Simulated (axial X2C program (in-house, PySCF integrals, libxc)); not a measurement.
**FPF⁺: bond lengths and stretches, held linear**

How do method and spin–orbit coupling move the bonds and stretches of FPF⁺, held linear?

The runs use an in-house X2C program for linear molecules on PySCF integrals; all-electron X2C, two-component (2c) or spin-free, F dyall-av3z, P dyall-v3z.

All values are calculated.

2 further runs of the same task are left out: 2 set aside as unsound or not needed.

### 1 Input

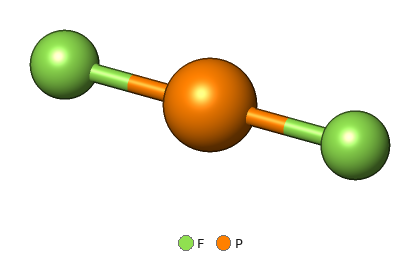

The atoms on one line, bonds 1.750 and 1.750 Å (fluorine green, phosphorus orange).

task.json

```json
{
 "zs": [
  9,
  15,
  9
 ],
 "q": 1,
 "bas": [
  "dyall-av3z",
  "dyall-v3z",
  "dyall-av3z"
 ],
 "r0": [
  1.75,
  1.75
 ],
 "symm": 1,
 "scan": [
  "PBE0",
  "HF",
  "LDA"
 ],
 "levels": [
  "PBE0",
  "HF",
  "TPSSh"
 ],
 "nst": 2
}
```

Keys: zs atomic numbers; q charge; bas basis sets; r0 starting distance in Å; symm equal bonds; scan levels of the two-bond scan (MP2 follows by itself at each HF point); levels methods; nst determinants followed.

On the command line:

```console
python solin.py task.json out
```

Masses F 18.998, P 30.974, F 18.998 u.

### 2 Scan at PBE0, 2c

State: Ω = 0 (all partner blocks equally filled). Energies above the lowest point, from the job's result record:

| r(F–P) (Å) | r(P–F) (Å) | E (meV) |
| --- | --- | --- |
| 1.5132 | 1.5132 | 65.52 |
| 1.5132 | 1.5520 | 30.66 |
| 1.5132 | 1.5908 | 47.56 |
| 1.5520 | 1.5132 | 30.66 |
| 1.5520 | 1.5520 | 0.00 |
| 1.5520 | 1.5908 | 21.25 |
| 1.5520 | 1.6296 | 83.70 |
| 1.5908 | 1.5132 | 47.56 |
| 1.5908 | 1.5520 | 21.25 |
| 1.5908 | 1.5908 | 46.96 |
| 1.6296 | 1.5520 | 83.70 |
| 1.6296 | 1.6296 | 185.48 |

A quadratic surface with cubic terms in each bond gives the minimum at 1.554 and 1.554 Å, force constants 5.47, 5.47 and coupling 0.47 mdyn/Å.

### 3 Scan at HF, 2c

State: Ω = 0 (all partner blocks equally filled). Energies above the lowest point, from the job's result record:

| r(F–P) (Å) | r(P–F) (Å) | E (meV) |
| --- | --- | --- |
| 1.5132 | 1.5132 | 0.00 |
| 1.5132 | 1.5520 | 19.94 |
| 1.5132 | 1.5908 | 88.37 |
| 1.5520 | 1.5132 | 19.94 |
| 1.5520 | 1.5520 | 45.84 |
| 1.5520 | 1.5908 | 120.47 |
| 1.5520 | 1.6296 | 233.07 |
| 1.5908 | 1.5132 | 88.37 |
| 1.5908 | 1.5520 | 120.47 |
| 1.5908 | 1.5908 | 201.51 |
| 1.6296 | 1.5520 | 233.07 |
| 1.6296 | 1.6296 | 446.49 |

A quadratic surface with cubic terms in each bond gives the minimum at 1.518 and 1.518 Å, force constants 6.2, 6.2 and coupling 0.68 mdyn/Å.

### 4 Scan at LDA, 2c

State: Ω = 0 (all partner blocks equally filled). Energies above the lowest point, from the job's result record:

```
r(F–P) (Å)  r(P–F) (Å)  E (meV)
    1.5132      1.5132    91.60
    1.5132      1.5520    44.05
    1.5132      1.5908    47.64
    1.5520      1.5132    44.05
    1.5520      1.5520     0.00
    1.5520      1.5908     7.20
    1.5520      1.6296    55.07
    1.5908      1.5132    47.64
    1.5908      1.5520     7.20
    1.5908      1.5908    18.12
    1.6296      1.5520    55.07
    1.6296      1.6296   125.23
```

A quadratic surface with cubic terms in each bond gives the minimum at 1.564 and 1.564 Å, force constants 5.11, 5.11 and coupling 0.39 mdyn/Å.

### 5 The levels side by side

| level | r(F–P) (Å) | r(P–F) (Å) | lower stretch (cm⁻¹) | upper stretch (cm⁻¹) |
| --- | --- | --- | --- | --- |
| PBE0, 2c | 1.554 | 1.554 | 728.7 | 997.3 |
| HF, 2c | 1.518 | 1.518 | 784.1 | 1048.3 |
| LDA, 2c | 1.564 | 1.564 | 701.0 | 968.4 |
| MP2, 2c | 1.558 | 1.558 | 726.3 | 1001.7 |
| PBE0, spin-free | 1.554 | 1.554 | 728.7 | 997.1 |
| HF, spin-free | 1.518 | 1.518 | 784.1 | 1048.0 |
| LDA, spin-free | 1.564 | 1.564 | 701.0 | 968.1 |
| MP2, spin-free | 1.558 | 1.558 | 726.3 | 1001.5 |

Scans not shown above were run alike.

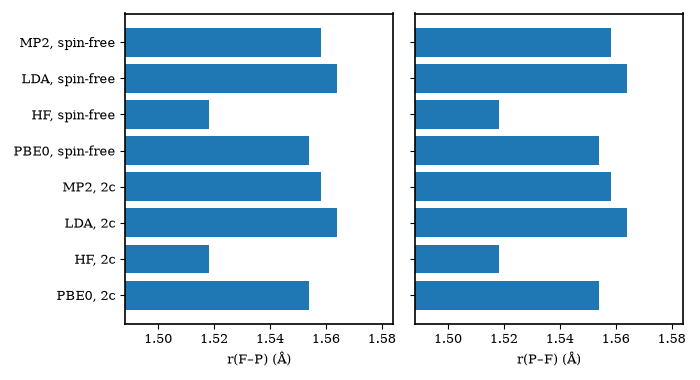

The two bond lengths by level.

In words: Over the levels the F–P bond spans 1.518 to 1.564 Å and the P–F bond 1.518 to 1.564 Å. At PBE0 spin–orbit coupling leaves both bonds unchanged to 0.001 Å. Each state is one determinant, the lowest of a limited PBE0 search; the stretches come from a fit to few points and are good to some per cent at best. The stretches are sorted by size, and where the two bonds are alike the symmetric and antisymmetric modes can swap order between levels. MP2 freezes inner shells (threshold -2 hartree). The molecule was held linear; bending was not examined, so a bent shape may lie lower.
